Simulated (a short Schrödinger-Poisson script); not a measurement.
Structure: MOS inversion layer, SiO2 on p-type GaN, at 400 K.

```tsv
layer	material	thickness (nm)	Na (cm⁻³)
1	SiO2	3.7	-
2	GaN	530	1.4e18
```

Constants are typed, rounded textbook-type inputs, not results; the design itself was drawn at random and stands for no fabricated device. SiO2: permittivity 3.9, conduction-band edge (eV) 3.2, gap (eV) 9, electron mass (mₑ) 0.5. GaN: permittivity 9.5, conduction-band edge (eV) 0, gap (eV) 3.43, Nv at 300 K (cm⁻³) 4.6e19.

Channel valleys (confinement mass, in-plane density-of-states mass, number): Γ 0.2, 0.2, 1. At the gate the conduction-band edge of layer 1 lies 3.43 eV − eVg above the Fermi level of the channel; the field vanishes at the back. Gaps are held at their typed values at every temperature. Mesh 0.03 nm at interfaces.

From a short Schrödinger-Poisson script (our own, NumPy): 1D Poisson equation in equilibrium, electrons quantum, Hartree (BenDaniel-Duke, 12 states a valley, the channel's in-plane mass for all, wave functions free to enter the dielectric), parabolic valleys, classical holes, full ionisation, no traps, pinning or gate leakage.

Only gate voltages with over 1e8 electrons/cm² are shown.

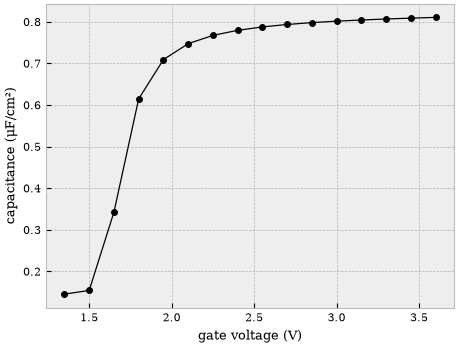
*Quasi-static capacitance against gate voltage*

```
Vg (V)  electrons (cm⁻²)  C (μF/cm²)  Γ E0 (meV)  Γ E1 (meV)
------  ----------------  ----------  ----------  ----------
1.35              1.06e8       0.145       352.0       602.9
1.65             8.99e10       0.343       119.0       376.9
1.95             1.09e12       0.709        26.6       291.2
2.25             2.46e12       0.767       -10.3       260.6
2.55             3.90e12       0.788       -36.4       240.6
2.85             5.37e12       0.798       -58.5       224.5
3.15             6.86e12       0.804       -78.7       210.0
3.45             8.36e12       0.809       -98.0           -
```

Subbands count from the Fermi level; a dash marks a level above the dielectric's band edge.

In real p-type GaN the Mg acceptor is only partly ionised, and so wide a gap doesn't supply an inversion layer without source and drain.
